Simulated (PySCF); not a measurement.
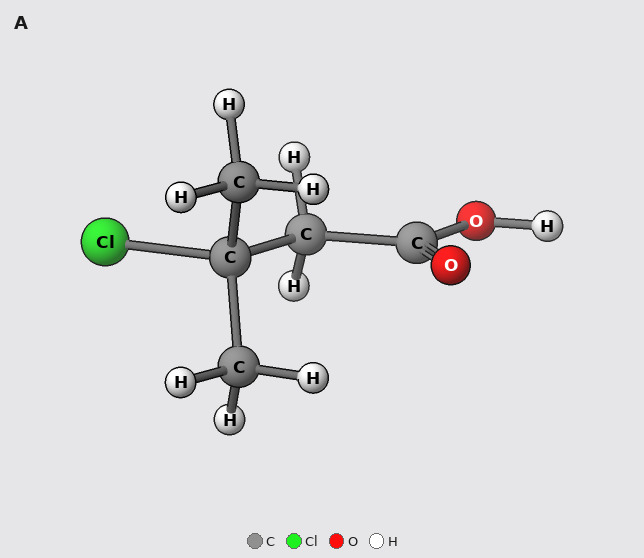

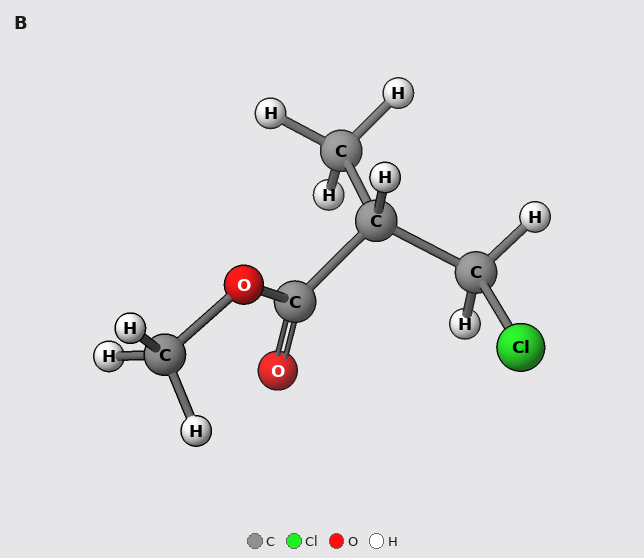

2 stationary structures of one formula. Geometries: GFN2-xTB. Electronic energies: PBE0/pcSseg-1 (PySCF 2.14.0), without zero-point energy. No frequency run is at hand to confirm each as a minimum. Each is one conformer, not always the lowest.

Are they conformers, stereoisomers or constitutional isomers?

They are constitutional isomers of C5H9ClO2: A `CC(C)(Cl)CC(=O)O`, B `COC(=O)[C@H](C)CCl`.

Which structure is the most stable?

A is lowest; B lies 0.574 eV above it.
